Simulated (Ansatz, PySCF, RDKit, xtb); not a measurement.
# Solving BSO, step by step, part 2 of 2

Only the formula BSO is given (odd number of electrons). Aim: find the structure of lowest free energy at 298.15 K, then its properties.

xtb, Ansatz and PySCF; isolated molecules. The steps go on from the part before.

### Step 13. Frequencies after a tight-binding relaxation (GFN2-xTB)

Input file start.xyz:

```xyz
3
c710
B      0.000000     0.000000    -0.176251
O      0.000000     0.000000    -1.392778
S      0.000000     0.000000     1.569028
```

The run is started by

```console
xtb start.xyz --gfn 2 --ohess tight --uhf 1
```

The log of the run, cut to the lines that bear on the results:

```text
* xtb version 6.7.1
[...]
          :  # basis functions                  18          :
[...]
          :  # electrons                        15          :
[...]
          :  Hamiltonian                  GFN2-xTB          :
[...]
          :  net charge                          0          :
          :  unpaired electrons                  1          :
[...]
   *** convergence criteria satisfied after 12 iterations ***
[...]
   *** GEOMETRY OPTIMIZATION CONVERGED AFTER 4 ITERATIONS ***
[...]
   *** convergence criteria satisfied after 3 iterations ***
[...]
         ::                     SUMMARY                     ::
         :::::::::::::::::::::::::::::::::::::::::::::::::::::
         :: total energy              -8.570401234114 Eh    ::
         :: gradient norm              0.000423850137 Eh/a0 ::
         :: HOMO-LUMO gap              6.488502538712 eV    ::
         ::.................................................::
         :: SCC energy                -8.639138550879 Eh    ::
         :: -> isotropic ES            0.046923572167 Eh    ::
         :: -> anisotropic ES          0.000183715589 Eh    ::
         :: -> anisotropic XC         -0.001546686710 Eh    ::
         :: -> dispersion             -0.001205088852 Eh    ::
         :: repulsion energy           0.068737316765 Eh    ::
         :: add. restraining           0.000000000000 Eh    ::
         :: total charge              -0.000000000000 e     ::
         :::::::::::::::::::::::::::::::::::::::::::::::::::::
[...]
         8        1.5000           -0.4323386             -11.7645 (HOMO)
         9                         -0.1938905              -5.2760 (LUMO)
[...]
     #   Z          covCN         q      C6AA      α(0)
     1   5          1.691     0.420    32.567    12.026
     2   8          0.789    -0.346    20.656     6.092
     3  16          0.902    -0.074   142.188    20.169
[...]
molecular dipole:
                 x           y           z       tot (Debye)
 q only:        0.000       0.000       0.537
   full:        0.000       0.000       0.409       1.040
molecular quadrupole (traceless):
[...]
          | TOTAL ENERGY               -8.570401234114 Eh   |
          | TOTAL ENTHALPY             -8.558639208989 Eh   |
          | TOTAL FREE ENERGY          -8.585784916760 Eh   |
          | GRADIENT NORM               0.000423803374 Eh/α |
[...]
```

Wall time 0.062 s (1 thread of Arm Neoverse N1, shared host).

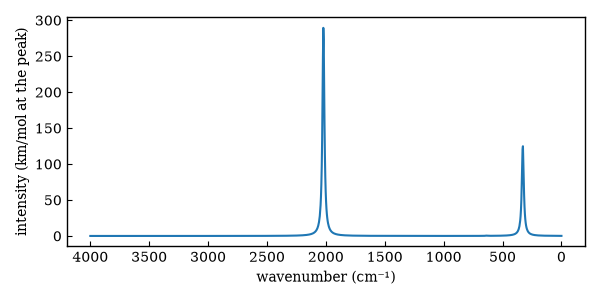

Harmonic infrared spectrum, unscaled, lines broadened by 10 cm⁻¹.

### Step 14. Electronic excitations (TD-CAM-B3LYP/def2-SVPD)

Input file job.py:

```python
from pyscf import gto, dft, tdscf

system = gto.M(
    atom='''
B        0.000000       0.000000      -0.176251
O        0.000000       0.000000      -1.392778
S        0.000000       0.000000       1.569028
''',
    spin=1,
    basis='def2-svpd',
    max_memory=1860,
    verbose=3,
    charge=0,
)

mf = dft.UKS(system, xc='cam-b3lyp')
mf = mf.density_fit(auxbasis='def2-universal-jkfit')
mf.grids.level = 2
mf.max_cycle = 100
mf.kernel()
if not mf.converged:
    mf = mf.newton().run(mf.mo_coeff, mf.mo_occ)

e_final = mf.e_tot
print('E(%s) = %.9f' % ('CAM-B3LYP', e_final))

td = mf.TDA()
td.nstates = 5
td.kernel()
td.analyze()
roots = td.e * 27.211386
osc = td.oscillator_strength()
print('state   eV      nm      f')
for i, (w, f) in enumerate(zip(roots, osc), 1):
    print('%3d %9.4f %8.1f %9.5f' % (i, w, 1239.842 / w, f))
```

The run is started by

```console
OMP_NUM_THREADS=1 python job.py
```

The log of the run:

```text
WARN: HOMO -0.32810977181545 >= LUMO -0.32810977181545

converged SCF energy = -498.069701384464  <S^2> = 0.75849498  2S+1 = 2.008477
E(CAM-B3LYP) = -498.069701384
Excitation energies (eV)
[0.05593979 3.37915963 3.45147067 3.47357907 5.13575795]

** Excitation energies and oscillator strengths **
state   eV      nm      f
  1    0.0559  22163.9   0.00000
  2    3.3792    366.9   0.00000
  3    3.4515    359.2   0.00382
  4    3.4736    356.9   0.04310
  5    5.1358    241.4   0.00029
```

Run time: 76 s. Hardware: 1 thread of Arm Neoverse N1, shared host.

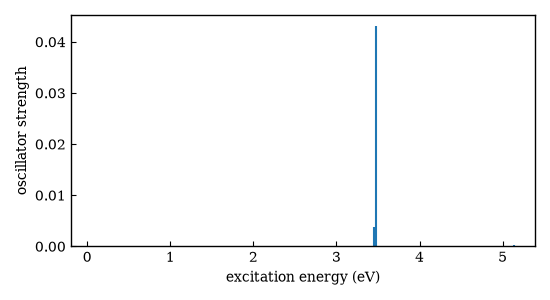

Vertical excitations as sticks.

The roots found:

```tsv
excited state	energy (eV)	strength
1	0.056	0.0000
2	3.379	0.0000
3	3.451	0.0038
4	3.474	0.0431
5	5.136	0.0003
```

### Step 15. The cation at the same geometry (PBE0/def2-TZVPD)

Input file input.yaml:

```yaml
crystal:
  periodic: [false, false, false]
  atoms:
    - {symbol: B, position_ang: [0.000000, 0.000000, -0.176251]}
    - {symbol: O, position_ang: [0.000000, 0.000000, -1.392778]}
    - {symbol: S, position_ang: [0.000000, 0.000000, 1.569028]}
basis:
  gaussian: {orbitals: def2-TZVPD}
total_charge: 1
hamiltonian: {xc: pbe0}
```

The run is started by

```console
ansatz run input.yaml --threads 1 --pin off --max-ram 2610MiB --events-out events.jsonl --progress --plain --runs-dir runs
```

The log of the run:

```text
Warning: RAYON_NUM_THREADS=1 ignored (pool sized by the plan → 1); use --threads N
Functional definition: PBE0
  name "PBE0"
  parameter a = 0.25
  parameter kappa = 0.804
  parameter beta = 0.06672455060314922
  exchange = (1 - a)*pbe_x(kappa = kappa, mu = beta*pi^2/3) + a*exact_x
  correlation = pbe_c(beta = beta)
664 factors; their error is unknown
mean field evaluation 1: about -13521.4183 eV, gradient 9.8e1 eV
mean field evaluation 2: about -13306.7036 eV, gradient 2.3e2 eV
mean field evaluation 4: about -13534.9978 eV, gradient 4.8e1 eV
mean field evaluation 8: about -13540.9932 eV, gradient 3.9e-1 eV
mean field evaluation 16: about -13541.0284 eV, gradient 1.8e-5 eV
mean field -13541.02839340 eV, -497.6236150189 hartree, gradient 1.6e-5 eV, S^2 0.000000; 0 other end points of the search recorded, 0 dependent functions left out
reference -13541.02842544 eV, -497.6236161963 hartree; 14, 14 occupied and 109, 109 virtual orbitals, 664 factors
Total energy: -13541.02842544 eV, -497.6236161963 hartree
```

Wall time 3.3 s (1 thread of Arm Neoverse N1, shared host).

Difference from the parent: 12.59 eV. Only this spin of the product was run; a higher spin can lie lower.

### Step 16. The anion at the same geometry (PBE0/def2-TZVPD)

input.yaml: that of step 15 with these lines changed.

```diff
@@ -7,4 +7,8 @@
 basis:
-  gaussian: {orbitals: def2-TZVPD}
-total_charge: 1
-hamiltonian: {xc: pbe0}
+  gaussian:
+    orbitals: def2-TZVPD
+total_charge: -1
+hamiltonian:
+  xc: pbe0
+scf:
+  lower_state_search: off
```

The run is started by

```console
ansatz run input.yaml --threads 1 --pin off --max-ram 2610MiB --events-out events.jsonl --progress --plain --runs-dir runs
```

The log of the run, cut to the lines that bear on the results:

```text
Warning: RAYON_NUM_THREADS=1 ignored (pool sized by the plan → 1); use --threads N
Functional definition: PBE0
  name "PBE0"
[...]
664 factors; their error is unknown
[...]
mean field -13557.36747290 eV, -498.2240651154 hartree, gradient 8.0e-6 eV, S^2 0.000000; 0 other end points of the search recorded, 0 dependent functions left out
reference -13557.36750582 eV, -498.2240663250 hartree; 15, 15 occupied and 108, 108 virtual orbitals, 664 factors
Total energy: -13557.36750582 eV, -498.2240663250 hartree
Checks for a lower state left out: stability, starts, cluster_reference, orbital_swaps, neighbouring_geometries, increment
```

Run time: 1.8 s. Hardware: 1 thread of Arm Neoverse N1, shared host.

Parent less the species with the added electron: 3.75 eV.

### Step 17. The quartet at the same geometry (PBE0/def2-TZVPD)

input.yaml: that of step 16 with these lines changed.

```diff
@@ -9,6 +9,7 @@
     orbitals: def2-TZVPD
-total_charge: -1
+total_charge: 0
+magnetization:
+  spin_polarized: true
+  initial_magnetization: 3
 hamiltonian:
-  xc: pbe0
-scf:
-  lower_state_search: off
+  xc: {name: PBE0}
```

The run is started by

```console
ansatz run input.yaml --threads 1 --pin off --max-ram 2610MiB --events-out events.jsonl --progress --plain --runs-dir runs
```

The log of the run:

```text
Warning: RAYON_NUM_THREADS=1 ignored (pool sized by the plan → 1); use --threads N
Functional definition: PBE0
  name "PBE0"
  parameter a = 0.25
  parameter kappa = 0.804
  parameter beta = 0.06672455060314922
  exchange = (1 - a)*pbe_x(kappa = kappa, mu = beta*pi^2/3) + a*exact_x
  correlation = pbe_c(beta = beta)
664 factors; their error is unknown
mean field evaluation 1: about -13537.1896 eV, gradient 4.7e1 eV
mean field evaluation 2: about -13350.8764 eV, gradient 1.6e2 eV
mean field evaluation 4: about -13546.0582 eV, gradient 1.4e1 eV
mean field evaluation 8: about -13547.1606 eV, gradient 1.1e-1 eV
mean field evaluation 16: about -13547.1991 eV, gradient 2.2e-2 eV
mean field evaluation 32: about -13547.1991 eV, gradient 4.4e-6 eV
mean field evaluation 64: about -13547.0782 eV, gradient 3.7e0 eV
mean field -13547.19908682 eV, -497.8503838192 hartree, gradient 1.5e-6 eV, S^2 3.773926; 7 other end points of the search recorded, 0 dependent functions left out
reference -13547.19912714 eV, -497.8503853011 hartree; 16, 13 occupied and 107, 110 virtual orbitals, 664 factors
Total energy: -13547.19912714 eV, -497.8503853011 hartree
```

Wall time 32 s (1 thread of Arm Neoverse N1, shared host).

It lies 6.42 eV above the doublet.

### Step 18. Stability of the SCF solution (PBE0/def2-SVP)

Input file input.py:

```python
from pyscf import gto, dft

molecule = gto.Mole()
molecule.atom = [
    ('B', (0.000000, 0.000000, -0.176251)),
    ('O', (0.000000, 0.000000, -1.392778)),
    ('S', (0.000000, 0.000000, 1.569028)),
]
molecule.verbose = 3
molecule.max_memory = 1860
molecule.basis = 'def2-svp'
molecule.spin = 1
molecule.build()

mf = dft.UKS(molecule, xc='pbe0')
mf = mf.density_fit(auxbasis='def2-universal-jkfit')
mf.max_cycle = 100
mf.grids.level = 3
mf.kernel()
if not mf.converged:
    mf = mf.newton().run(mf.mo_coeff, mf.mo_occ)

etot = mf.e_tot
print('E = %.10f Eh' % etot)
mo_i, mo_e, stable_i, stable_e = mf.stability(internal=True, external=True, return_status=True)
print('stable: internal', stable_i, 'external', stable_e)
```

The run is started by

```console
OMP_NUM_THREADS=1 python input.py
```

The log of the run:

```text
WARN: HOMO -0.312083656153723 >= LUMO -0.312083656153722

converged SCF energy = -497.834579345129  <S^2> = 0.7595222  2S+1 = 2.0094996
E = -497.8345793451 Eh
<class 'pyscf.df.df_jk.DFUKS'> wavefunction is stable in the internal stability analysis
<class 'pyscf.df.df_jk.DFUKS'> wavefunction is stable in the real -> complex stability analysis
<class 'pyscf.df.df_jk.DFUKS'> wavefunction has an UHF/UKS -> GHF/GKS instability
stable: internal True external False
```

It took 25 s on 1 thread of Arm Neoverse N1, shared host.

The stability test raises a flag; for an open shell a flag towards a general spinor solution can be the free rotation of the spin.

### Step 19. Results

The summary covers parts 1 to 2.

```
                                                        quantity                                                                   value
                                          lowest structure found                                                    O=B[S], doublet, C∞v
                                                   next finalist                        [B]=[O+][S-], doublet, 83.3 kcal/mol higher in G
                       share at equilibrium, among the finalists                                                                 100.0 %
                                                          funnel  10 starts, 3 minima at GFN2-xTB, 3 screening runs, 3 relaxed, 2 ranked
                                            CPU time of all runs                                                                  25 min
harmonic wavenumbers, lowest and highest (B3LYP-D3(BJ)/def2-SVP)                                                       341 and 1865 cm⁻¹
                             rotational constants, same geometry                                                             0.1708 cm⁻¹
                                 dipole moment (PBE0/def2-TZVPD)                                                                  2.59 D
            HOMO energy (highest over α and β) (PBE0/def2-TZVPD)                                                                -8.61 eV
             LUMO energy (lowest over α and β) (PBE0/def2-TZVPD)                                                                -5.98 eV
                      lowest excitation (TD-CAM-B3LYP/def2-SVPD)                                                     0.06 eV (f = 0.000)
                    strongest of the states computed, same level                                                     3.47 eV (f = 0.043)
              vertical ionisation energy (to the singlet cation)                                                                12.59 eV
                                      vertical electron affinity                                                                 3.75 eV
                                   vertical quartet less doublet                                                                +6.42 eV
```

What this shows: The lowest structure found is `O=B[S]`. The margin of 83.3 kcal/mol over the next finalist is beyond the usual error of the last level; it says nothing of structures that weren't ranked. GFN2-xTB, HF/STO-3G, r2SCAN-D4/def2-SVP, B3LYP-D3(BJ)/def2-SVP, HF/def2-TZVPP and MP2/def2-TZVPP already put its bonding pattern lowest among the structures in one piece. The largest share of the time went into recheck (30 %). The lowest root, under 0.4 eV, can be the other component of a degenerate ground state rather than an excitation. The stability test raises a flag; for an open shell a flag towards a general spinor solution can be the free rotation of the spin. The search is not exhaustive (a finite list of starts, one conformer a finalist), so a lower isomer can't be ruled out.
